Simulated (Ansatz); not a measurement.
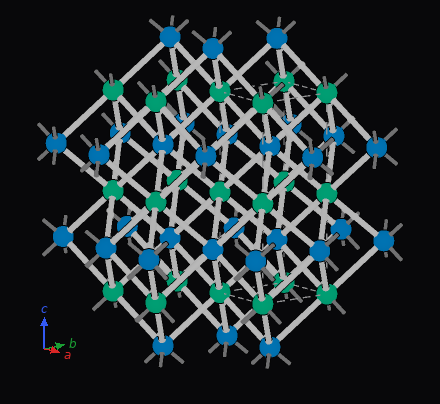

The picture shows a finite piece of the underlying net of a crystal structure, nodes on the atoms' positions. Nodes are coloured by topological kind. Short stubs are edges that leave the cut-out.

> What net is this?

A binodal (6,6)-connected, three-periodic net. It is the nia net, known from NiAs.

> Give point symbol and coordination sequence of each kind of node.

6-connected node: 4^9.6^6, sequence 6, 18, 42, 74, 114, 162; 6-connected node: 4^12.6^3, sequence 6, 20, 42, 74, 114, 164.

Origin of the net. System AlC (space group P6_3/mmc, No. 194); source of the atomic positions: the end point of a relaxation with DFT PBE, scalar-relativistic, plane waves, PAW in Ansatz 0.2.0; the starting structure was generated, so it need not be a known form of this composition. Bonds are taken as Al–C below 2.4 Å. Simplification: prune 0- and 1-connected atoms, fold 2-connected ones into links. C is a 6-connected node; Al is a 6-connected node, in the ratio 1:1.
